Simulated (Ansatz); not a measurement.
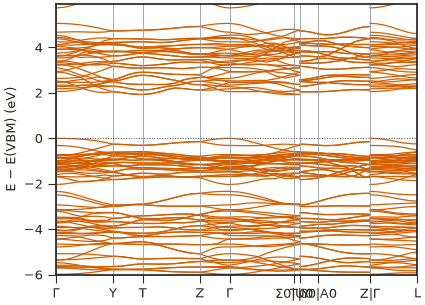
Figure. Band structure from the program Ansatz at the PBE+D3(BJ) level (PAW)

The gap is 1.92 eV; an edge lies off the plotted path or next to a special point (maximum at Γ, minimum on the Γ–Σ0 line, 97 % of the way from Γ).

The material is S (α-S8, space group No. 70).

Space group Fddd (α-S8). Symmetry was held in the PBE+D3(BJ) relaxation.

Potentials: the earlier of the program's two PAW sets.
